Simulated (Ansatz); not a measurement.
# Hypothetical P6_422 BeS, carrier doping

The parent structure is BeS (space group P6_422, No. 181; a hypothetical phase, not in the database extracts checked).

Space group P6₄22 (No. 181); a = b = 3.452 Å, c = 7.812 Å, α = β = 90.00°, γ = 120.00°

| atom | site | symmetry | x | y | z |
|---|---|---|---|---|---|
| Be | 3c | 222 | 0.5000 | 0.0000 | 0.0000 |
| S | 3d | 222 | 0.5000 | 0.0000 | 0.5000 |

Carriers are added at fixed cell with a uniform background; the Fermi–Dirac width is that of 300 K.

Calculations: PBE, PAW, 420 eV (Ansatz, a program for electronic structure; scalar-relativistic without spin-orbit coupling).

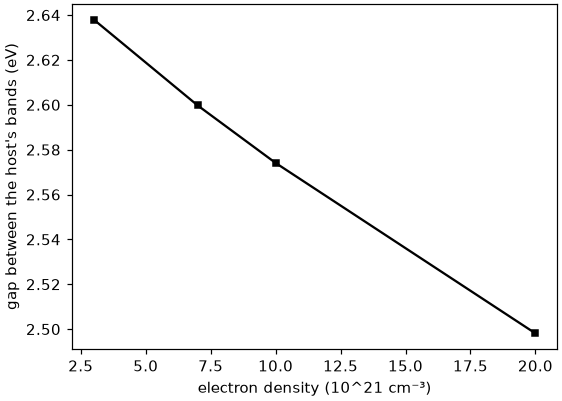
Figure. Gap between the host's bands against electron density

Problem. From the plot, what is the gap between the host's bands for electrons 2.0×10^22 cm⁻³?

Solution. About 2.50 eV.

Problem. Is the trend monotonic over the range shown?

Solution. Yes, it falls throughout, spanning 2.50 eV to 2.64 eV.

Charged cell with a jellium background: band edges are those of the host's band count, energies are not comparable with the neutral cell, and many-body gap narrowing is missing. Whether these cells are dynamically stable was not tested. The base started in P3_121 and relaxed to P6_422 at this level.
